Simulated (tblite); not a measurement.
**Frequency calculation of C$_{4}$H$_{9}$BNO$_{2}$**

The run: frequency calculation of C$_{4}$H$_{9}$BNO$_{2}$, multiplicity 2. Method and program: GFN2-xTB harmonic vibrations, gas phase (tblite 0.8.0).

It belongs to a series of runs on one base structure; here: H added to sp2 C.

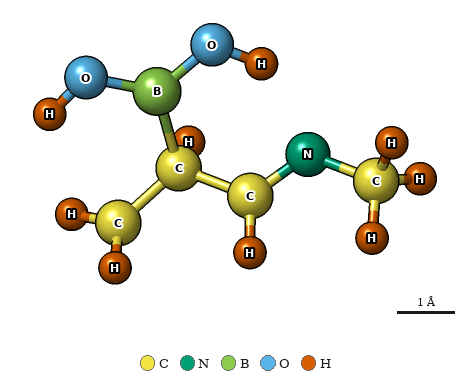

**Figure 1.** The structure (ball-and-stick view, seen at a tilt). Bond lengths as drawn: B–C 1.69 Å, B–O 1.33 to 1.34 Å, C–C 1.46 to 1.48 Å, C–H 1.07 to 1.10 Å, C–N 1.27 to 1.43 Å and H–O 0.96 to 0.98 Å.

### Key numbers

- outcome: converged
- total energy: −691.6980 eV
- zero-point energy: 81.2950 kcal/mol
- hardware: 1 CPU thread, shared host
- peak memory: 0.18 GiB

### Input
```
{"job": {"kind": "ir", "xc": "GFN2-xTB", "basis": "xTB"}, "charge": 0, "multiplicity": 2}
C     -1.588271    -1.661043     0.412684
C     -0.791191    -0.576468    -0.139999
C      0.601141    -0.487917     0.355488
N      1.407856     0.366957    -0.116560
C      2.736908     0.477748     0.403174
B     -1.457908     0.956343     0.126186
O     -2.722163     1.087240     0.546321
O     -0.699994     2.014390    -0.129771
H     -1.401162    -2.028253     1.403626
H     -2.467451    -2.003890    -0.098416
H     -0.794406    -0.600699    -1.235880
H      0.874980    -1.156351     1.182985
H      2.881167     1.496253     0.766834
H      2.947309    -0.230564     1.215294
H      3.443276     0.310965    -0.411371
H     -3.197690     0.272312     0.715180
H      0.220602     1.775007    -0.356223
```

The first line tells a small driver script what to run in tblite; the rest is the geometry in Å.

Command:
```bash
OMP_NUM_THREADS=1 python <driver script> task.json out
```

### What the program printed
```
mode    cm-1     km/mol
  1      67.2      2.04
  2     116.8      1.93
  3     139.0      1.71
  4     193.7      2.26
  5     205.4      7.59
  6     219.0     24.29
  7     268.9      0.71
  8     321.6      6.15
  9     347.9      8.23
 10     388.7     22.68
 11     438.9     13.02
 12     472.6     60.81
 13     530.4     72.80
 14     541.3     12.29
 15     557.1     31.55
 16     651.6     27.00
 17     742.8    178.19
 18     886.0     65.46
 19     918.9      3.50
 20     937.2    208.67
 21     983.8    191.02
 22    1029.6    190.72
 23    1053.5     12.67
 24    1085.7      2.68
 25    1111.5      8.93
 26    1160.1     21.55
 27    1175.0    218.05
 28    1182.3    449.83
 29    1269.1      2.73
 30    1351.5     11.07
 31    1396.1      1.40
 32    1409.0    302.91
 33    1416.7     16.64
 34    1464.0      2.27
 35    1477.2      9.33
 36    1695.1    179.39
 37    2844.7     84.58
 38    2895.2     84.48
 39    2903.2     37.64
 40    2979.9     24.29
 41    2996.8     37.36
 42    3126.3     24.12
 43    3164.5     42.09
 44    3173.9    215.93
 45    3576.5     29.97
```

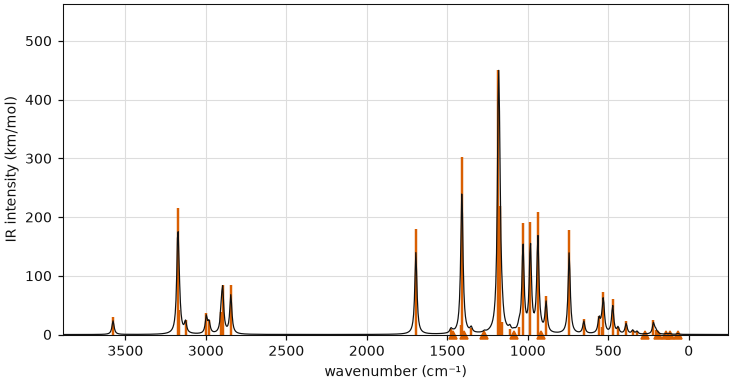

**Figure 2.** Harmonic infrared spectrum, unscaled: sticks (degenerate modes added up, dark ones marked on the axis) with a Lorentzian envelope of 16 cm⁻¹ full width, scaled to the tallest stick. 45 modes from 67 to 3576 cm⁻¹, none imaginary. The strongest line is at 1182 cm⁻¹ (450 km/mol).
